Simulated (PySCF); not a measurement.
**B(AsH3)Cl3 (AsBCl₃H₃): what the electrons do**

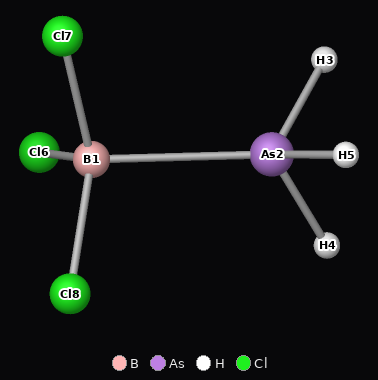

The molecule, with its atoms numbered as below. No frequency check shows the geometry to be a minimum.

Cartesian coordinates (Å):

```
B1      -0.6404   -0.0014    0.0000
As2      1.5132    0.0138   -0.0007
H3       2.2429    0.7255   -1.0494
H4       2.2302   -1.2569   -0.0890
H5       2.2363    0.5648    1.1442
Cl6     -1.0375   -0.7130   -1.6186
Cl7     -1.0762    1.7448    0.2008
Cl8     -1.0300   -1.0602    1.4188
```

Part 1: Bonding charge

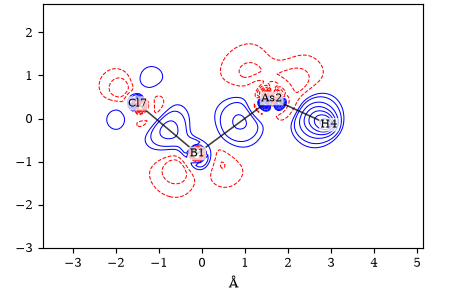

Deformation density (molecule less spherical, spin-averaged free atoms) in the plane of B1, As2, H4 and Cl7; contours at ±0.05 to ±0.8 e/Å³; solid blue lines: gain, dashed red lines: loss.

Computed with PySCF, r2SCAN/def2-TZVP, geometry: GFN2-xTB.

> Describe the bonding that the map shows.

As2–H4: +0.31 e/Å³ at the bond critical point (bond length 1.46 Å, Mayer order 0.9). B1–Cl7: +0.17 e/Å³ at the bond critical point (bond length 1.81 Å, Mayer order 1.1). B1–As2: +0.09 e/Å³ at the bond critical point (bond length 2.15 Å, Mayer order 0.7); up to 0.6 Å beside the axis the gain reaches +0.22 e/Å³. In all, 1.6 electrons gather in the regions of gain relative to the promolecule. A small or negative value marks a very polar bond, one between electron-rich atoms, whose free-atom densities already overlap strongly, a long bond to a heavier atom, or a closed-shell contact such as a hydrogen bond.

Part 2: Bond critical points

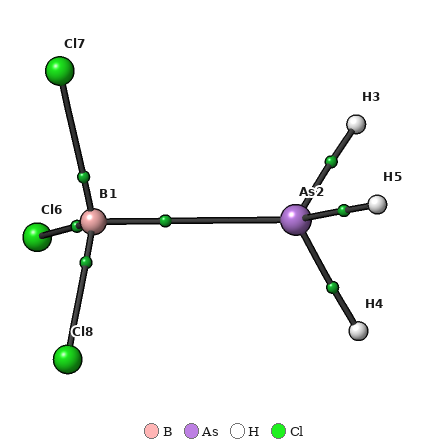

Molecular graph of the electron density (QTAIM): bond paths, bond critical points (green), ring points (magenta, if any); weak paths are dashed.

> How many critical points of each kind are there, and does the count close?

8 nuclei, 7 bond, 0 ring and 0 cage critical points: 8 − 7 + 0 − 0 = 1, as the Poincaré–Hopf relation requires.

> Give the properties at the bond critical points.

```csv
bond,length (Å),ρ (a.u.),∇²ρ (a.u.),ε,H (a.u.)
As2–H4,1.462,0.168,−0.14,0.01,−0.127
As2–H5 (2 alike),1.462,0.168,−0.14,0.01,−0.127
B1–Cl7,1.811,0.137,−0.07,0.02,−0.135
B1–Cl6 (2 alike),1.812,0.137,−0.07,0.02,−0.134
B1–As2,2.154,0.090,−0.12,0.00,−0.054
```

> What kind of interaction is B1–Cl6?

Shared-shell (covalent): ρ = 0.137, ∇²ρ = −0.07, H = −0.134 a.u.

Part 3: Local ionisation energy

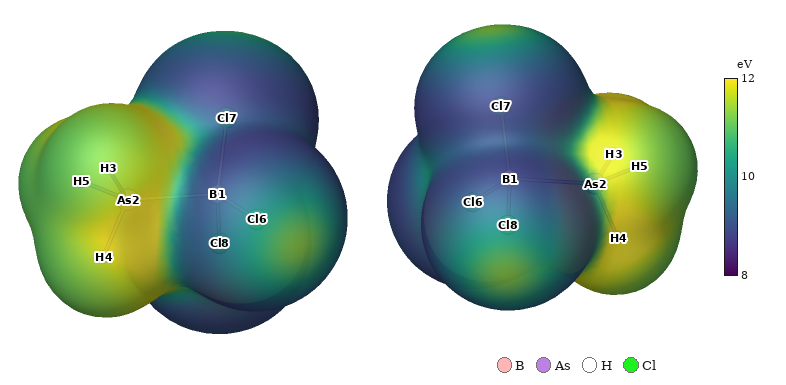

Average local ionisation energy on the surface of electron density 0.001 a.u. (back view left, front view right).

> Locate the minima of the map.

The lowest value is 8.8 eV, 2.1 Å from Cl7, and at like points elsewhere. Further minima include 8.8 eV, 2.1 Å from Cl6. For comparison, the highest occupied orbital lies at −7.2 eV.

> What volume does the surface enclose, and what is the dipole moment?

About 151 Å³; the dipole moment is 5.0 D.
